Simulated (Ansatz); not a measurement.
CH4BClSi (SMILES BC=[SiH]Cl)

The calculation's input:

```
crystal:
  periodic: [false, false, false]
  atoms:
    - { symbol: B, position_ang: [-0.33965, 1.52345, -0.26892] }
    - { symbol: C, position_ang: [0.4015, 0.20991, -0.35148] }
    - { symbol: Si, position_ang: [-0.02529, -1.31239, 0.455] }
    - { symbol: Cl, position_ang: [1.04936, -3.0133, 0.2675] }
    - { symbol: H, position_ang: [0.054, 2.45834, -0.85731] }
    - { symbol: H, position_ang: [-1.31189, 1.62153, 0.38195] }
    - { symbol: H, position_ang: [1.30021, 0.15588, -0.96562] }
    - { symbol: H, position_ang: [-1.12824, -1.64342, 1.33887] }
basis:
  gaussian: { orbitals: def2-SVP }
hamiltonian:
  xc: blyp
  dispersion: d4
relax:
  f_tol: 0.015
  max_steps: 40
output:
  orbitals: {}
```

Run with:

```sh
ansatz run input.yaml --threads 1 --pin off --max-ram 2048MiB --backend cpu --events-out ev --progress --plain --runs-dir out
```

The fields are those of the relaxed geometry.

Computed with RKS BLYP-D4/def2-SVP in Ansatz.

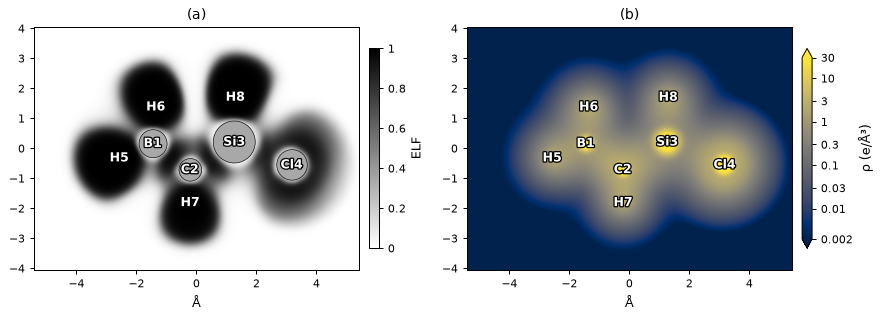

Figure 1. (a) ELF; (b) electron density on the molecular plane. Grey discs cover the atomic cores in the ELF map.

> Interpret the plot.

The section cuts through B, C, Si, Cl and H sites.
C–B (1.52 Å): ρ at the midpoint is about 1.5 e/Å³; the ELF peaks at about 0.95 between the atoms (localised, covalent bonding).
C–Si (1.73 Å): the density is about 1.1 e/Å³ at the midpoint; the ELF peaks at about 0.90 between the atoms (localised, covalent bonding).
Si–Cl (2.07 Å): the density is about 0.83 e/Å³ at the midpoint; the ELF peaks at about 0.85 between the atoms (a shared but strongly polarised pair).
C–H (1.10 Å): ρ at the midpoint is about 1.9 e/Å³; the ELF climbs to about 1 towards the hydrogen, as it does in any bond to H: a covalent bond by its length.
B–H (1.22 Å): ρ is about 1.2 e/Å³ halfway; the ELF climbs to about 1 towards the hydrogen: a covalent bond by its length.
The ELF also peaks beside Cl4, away from the bonds: lone-pair regions.

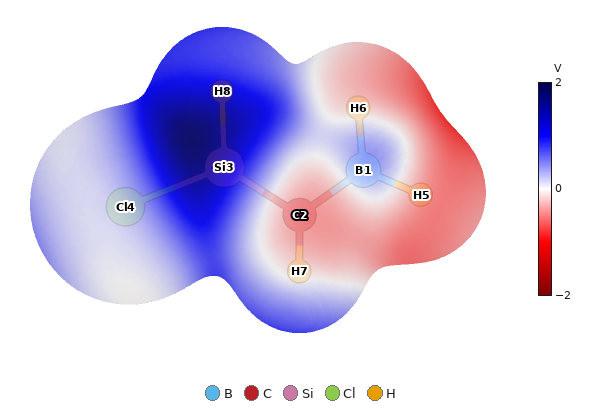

Figure 2. The electrostatic potential painted on the density surface at 0.002 e/bohr³, seen across its widest extent; red is negative and blue positive.

> Which sites attract a positive test charge, and which a negative one?

A positive charge is drawn to the negative regions and a negative charge to the positive ones. The most negative region (about −0.8 V) lies over H6, the most positive (about +1.8 V) over Si3.

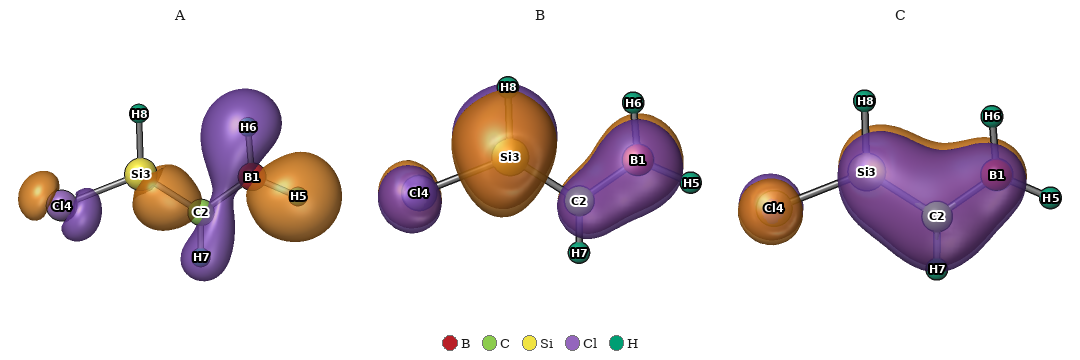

Figure 3. Three frontier orbitals at ±0.1 Å⁻³ᐟ² (orange and purple are the two phases), in no order.

> Order the three orbitals by energy and name them.

A is the HOMO−1 (−7.07 eV). It lies mainly on B1 (about 30 %), H5 (about 25 %), H6 (about 15 %), C2 (about 10 %) and Si3 (about 10 %); it is symmetric in the molecular plane (an in-plane orbital: σ, lone-pair or in-plane π type). C is the HOMO (−6.25 eV). By Hirshfeld shares it lies mainly on C2 (about 45 %), Si3 (about 25 %), B1 (about 15 %) and Cl4 (about 5 %); it changes sign across the molecular plane (π type); π-bonding across B1–C2 and C2–Si3. B is the LUMO (−2.76 eV). By Hirshfeld shares it lies mainly on Si3 (about 50 %), B1 (about 20 %), C2 (about 10 %) and Cl4 (about 10 %); it changes sign across the molecular plane (π type); π-bonding across B1–C2.

> What is the HOMO–LUMO gap?

3.49 eV between the orbital energies.
